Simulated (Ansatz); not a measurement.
**CH₃BrClGa···H₂: density, localisation and related maps**

```xyz
9

Ga   -0.9497   -0.1782    0.3888
H     1.9762    0.9277    1.5360
C    -0.1409   -0.1086   -1.3969
Cl   -1.9323    1.5269    1.2725
H     2.0137    0.2164    1.7635
Br   -0.9791   -2.0888    1.6740
H     0.7018   -0.7966   -1.4672
H     0.1942    0.9029   -1.6282
H    -0.8839   -0.4018   -2.1424
```

These are results of RHF/def2-SVP in Ansatz 0.2.0, not measurements.

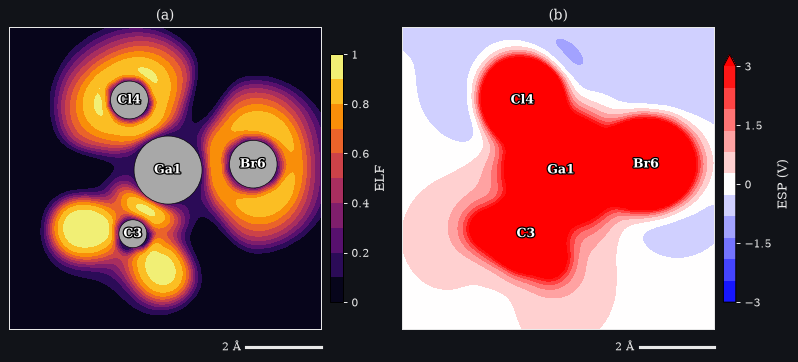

Figure 1. (a) ELF; (b) molecular electrostatic potential on the plane of atoms C3, Ga1 and Br6. Grey discs cover the atomic cores in the ELF map.

**Interpret the plot.**

- The section cuts through Ga, C, Cl and Br sites.
- C–Ga (1.96 Å): the ELF peaks at about 0.95 in the valence shell of C, 0.7 Å from its nucleus, and is about 0.65 at the midpoint.
- Ga–Cl (2.16 Å): the ELF peaks at about 0.85 in the valence shell of Cl, 0.8 Å from its nucleus, and is about 0.60 at the midpoint.
- Ga–Br (2.30 Å): the ELF peaks at about 0.80 in the valence shell of Br, 1.0 Å from its nucleus, and is about 0.70 at the midpoint.
- The ELF also peaks beside Br6 and Cl4, away from the bonds: lone-pair regions.
- Outside the dense part of the complex the potential is most negative (−0.9 V) near Cl4.

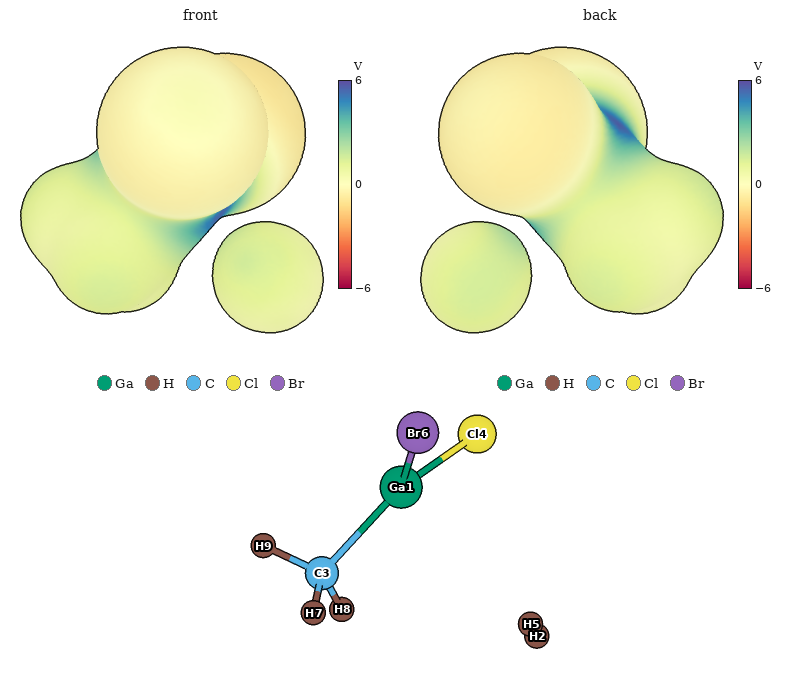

Figure 2. The molecular electrostatic potential painted on the density surface at 0.004 e/bohr³, seen from the front and from behind; the colour scale runs from red (negative) to blue (positive). The bare structure is drawn below in the same view.

**Which sites attract a positive test charge, and which a negative one?**

A positive charge is drawn to the negative regions and a negative charge to the positive ones. The most negative region (about −0.8 V) lies over Cl4, the most positive (about +5.3 V) over Ga1. Br6 shows a σ-hole: about +0.2 V at the tip opposite its bond, against about −0.4 V on its flanks.

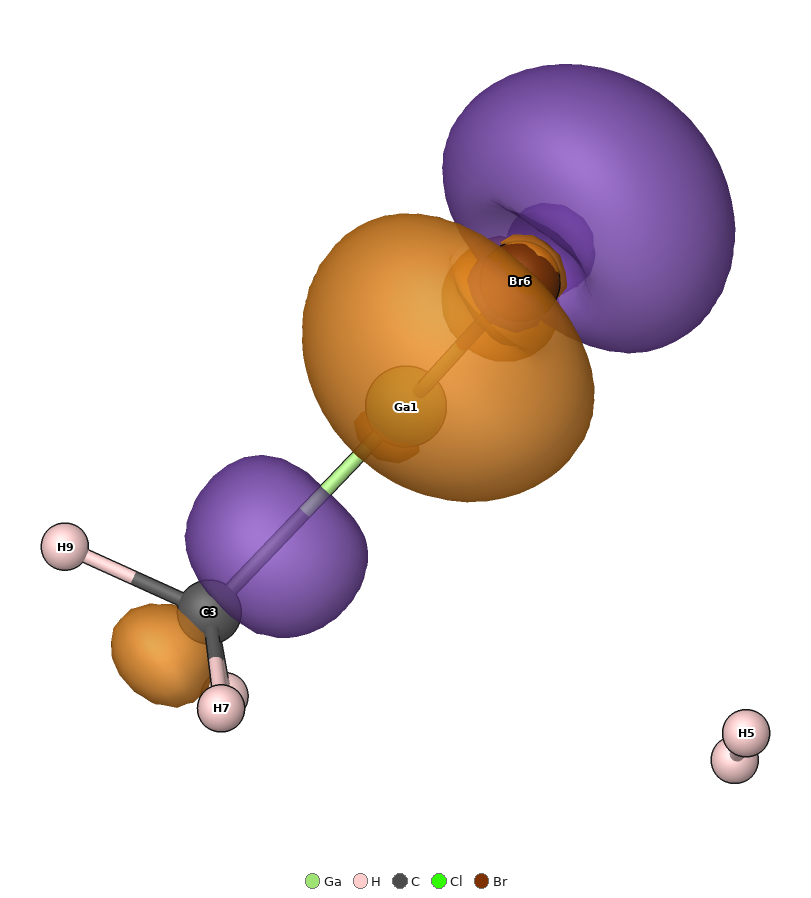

Figure 3. The HOMO at ±0.15 Å⁻³ᐟ² (orange and purple are the two phases), seen at a tilt.

**Where does this orbital lie, and at what energy?**

By Hirshfeld shares it lies mainly on Br6 (about 80 %), C3 (about 10 %) and Ga1 (about 5 %); largely a lone pair of Br6. Its energy is −11.21 eV.
